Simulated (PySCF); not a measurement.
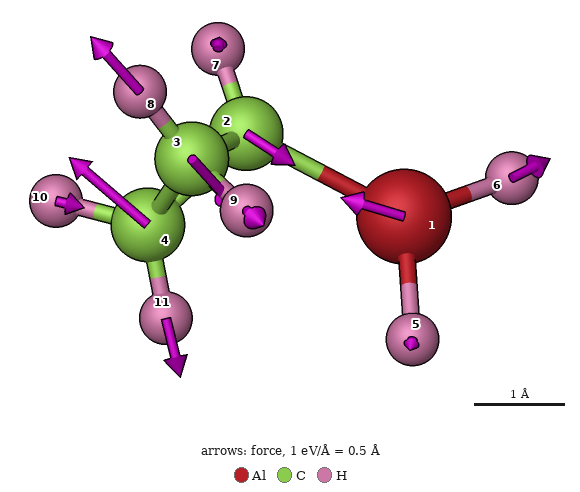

Starting geometry of C$_{3}$H$_{7}$Al with the computed forces as purple arrows. A ball-and-stick model, seen at a tilt.

The start comes from GFN2-xTB. Its atoms were then displaced at random by about 0.01 Å.

Method: PBE0-D3(BJ)/def2-SVP geometry optimisation, gas phase in PySCF. 

Is this structure relaxed? If not, where do the atoms go?

Answer. It isn't relaxed: the largest force vector, on C4, is 2.33 eV/Å. The final displacements have little in common with the starting forces (cosine between the two patterns 0.17). The largest moves after the best rigid fit, 0.24 Å, are those of H5 and H6. By element the largest moves are H 0.24 Å, C 0.16 Å, Al 0.05 Å. Near-neighbour distances that change, for instance: Al1–H6 1.517 → 1.593 Å, Al1–C2 1.996 → 1.936 Å, C3–H8 1.048 → 1.094 Å, C4–H11 1.060 → 1.095 Å. Bond angles that change, for instance: Al1–C2–C4 109.9° → 120.1°, Al1–C2–H7 127.8° → 118.1°, Al1–C2–C3 111.0° → 119.7°. Over 5 geometry steps the energy falls by 5.61 kcal/mol.
